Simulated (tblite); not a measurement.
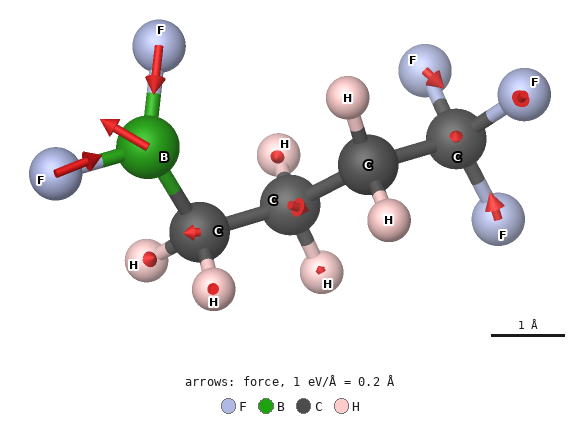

Starting geometry of C$_{4}$H$_{6}$BF$_{5}$ with the computed forces as red arrows. The picture is a ball-and-stick view, seen from a free direction.

All numbers below come from tblite, GFN2-xTB geometry optimisation, gas phase. 

**What follows when this structure is relaxed?**

It isn't relaxed: the largest force vector, on the B atom, is 3.87 eV/Å. The final displacements follow the starting forces only in part (cosine between the two patterns 0.56). The largest move after the best rigid fit is that of an F atom, 0.23 Å. Largest moves by element: F 0.23 Å, H 0.19 Å, B 0.15 Å, C 0.05 Å. Some distances before and after: B–F 1.475 → 1.316 Å, B–F 1.431 → 1.316 Å, C–F 1.387 → 1.343 Å, C–H 1.135 → 1.093 Å. Among the angles between lasting bonds that change: F–C–F 113.3° → 106.4°, F–B–C 115.0° → 121.9°, C–C–F 106.3° → 112.8°. The energy falls by 1.115 eV in 59 geometry steps. Cost: 0.35 s on 1 thread of Arm Neoverse V1 (shared host).
